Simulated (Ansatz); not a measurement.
# ClFZn···H2O: what the fields show

Input file:

```
crystal:
  periodic: [false, false, false]
  atoms:
    - { symbol: Zn, position_ang: [0.0, 0.0, 0.0] }
    - { symbol: O, position_ang: [0.0, 0.0, 2.14] }
    - { symbol: H, position_ang: [-0.9095, -0.2814, 2.4771] }
    - { symbol: Cl, position_ang: [0.0, 0.0, -2.24] }
    - { symbol: F, position_ang: [1.8304, 0.5018, 0.6306] }
    - { symbol: H, position_ang: [1.2151, 0.3331, 1.7126] }
basis:
  gaussian: { orbitals: def2-SVP }
hamiltonian:
  xc: hf
relax:
  f_tol: 0.15
  max_steps: 25
  restrain:
    - { distance: [0, 4], at: 1.7, k: 30.0 }
    - { distance: [5, 1], at: 1.01, k: 30.0 }
    - { distance: [0, 1], at: 2.99, k: 30.0 }
    - { distance: [5, 4], at: 2.12, k: 30.0 }
output:
  orbitals: {}
```

Launched as:

```sh
ansatz run input.yaml --threads 1 --pin off --max-ram 2048MiB --backend cpu --events-out ev --progress --plain --runs-dir out
```

The fields are those of the run's last geometry, not of the input's.

Not at a stationary point (largest force 1.4 eV/Å).

Method: RHF/def2-SVP in Ansatz 0.2.0.

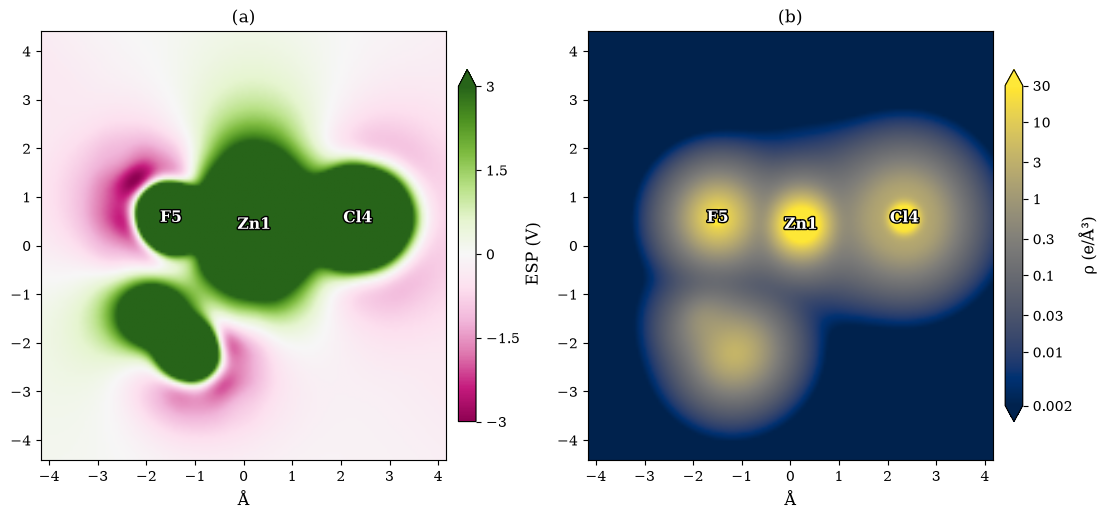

Figure 1. (a) electrostatic potential; (b) total electron density on the plane of atoms Cl4, Zn1 and F5.

Question: What do the fields say about this system?

Answer:
- The plane passes through Zn, Cl and F nuclei.
- Zn–F (1.73 Å): the density is about 0.85 e/Å³ at the midpoint.
- Zn–Cl (2.13 Å): ρ is about 0.65 e/Å³ halfway.
- Outside the dense part of the complex the potential is most negative (−3.0 V) near F5.

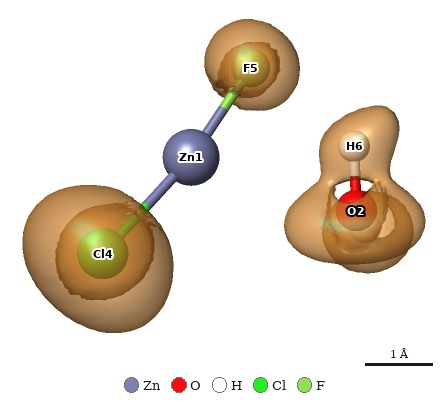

Figure 2. Isosurface of the ELF at 0.8 (orange), seen at a tilt. Only the valence region is drawn (cores and ρ < 0.01 e/Å³ removed).

Question: Describe the localisation domains.

Answer: At this value the surface marks out one region wrapped around Cl (its valence shell), one region wrapped around F (its valence shell) and one joined region spread over several atoms (H, O), in which their bonds and any lone pairs are merged.


Zn1···O2 (2.98 Å): the ELF dips to about 0 between them. Zn–F (1.73 Å): the ELF peaks at about 0.80 in the valence shell of F, 0.5 Å from its nucleus, and is about 0.10 at the midpoint.

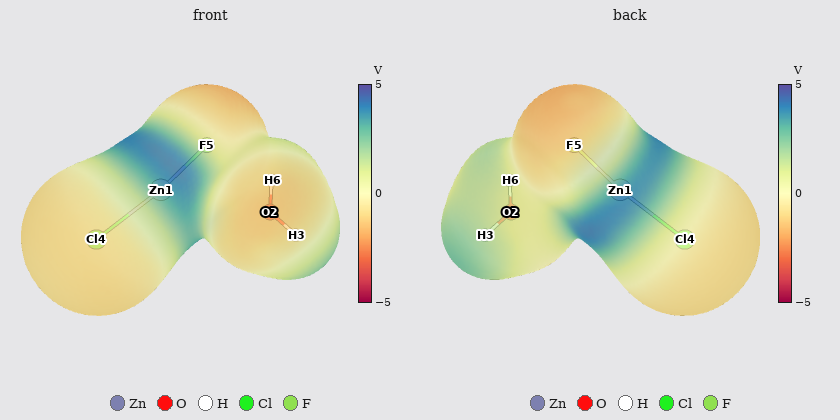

Figure 3. The electrostatic potential painted on the density surface at 0.002 e/bohr³, seen from the front and from behind; the colour scale runs from red (negative) to blue (positive).

Question: Describe the electrostatic potential map.

Answer: The most negative region (about −1.8 V) lies over F5, the most positive (about +4.1 V) over Zn1.
